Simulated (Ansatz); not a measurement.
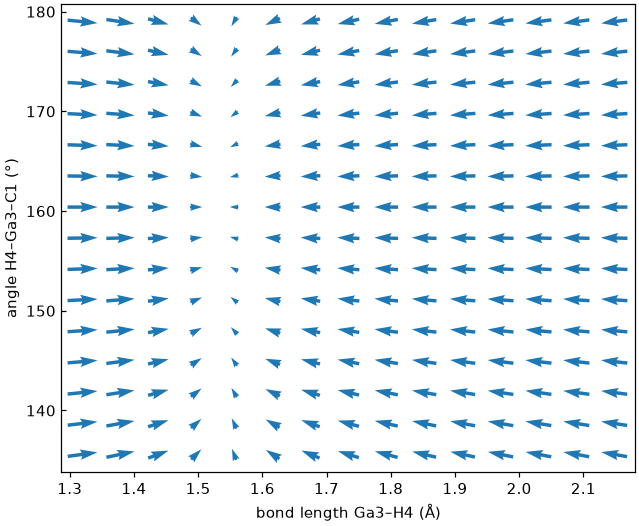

C2HGa, SMILES [C]1#[C][GaH]1. Coordinates scanned: (1) bond length Ga3–H4; (2) angle H4–Ga3–C1. Nothing is relaxed (all other coordinates rigid). The grid has 15 × 15 points. Points are written as (first, second). These are results of RKS PBE0-D4/def2-TZVP in Ansatz 0.2.0, not measurements.

The picture shows arrows along the force (downhill), their lengths compressed.

Q: The arrows alone are given. Where is the energy lowest?

A: The arrows converge at about (1.535 Å, 161°) (read from the interpolated surface).

The energy map of the same scan:

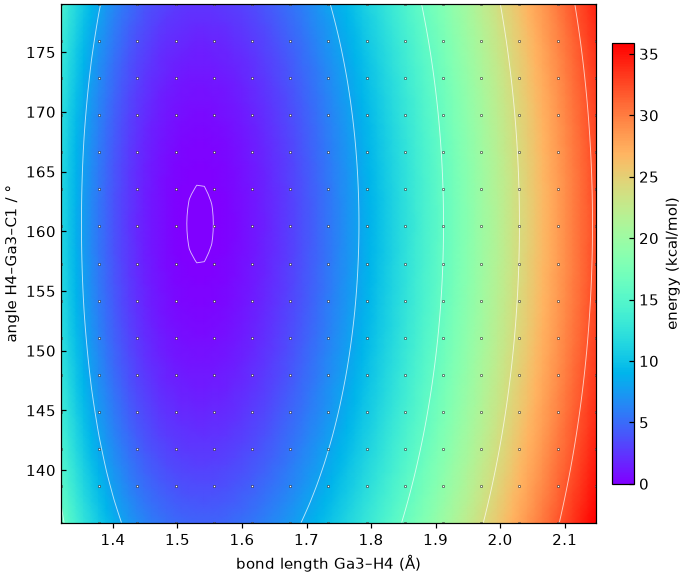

Energies are in kcal/mol, from the lowest grid point; between grid points the surface is interpolated.
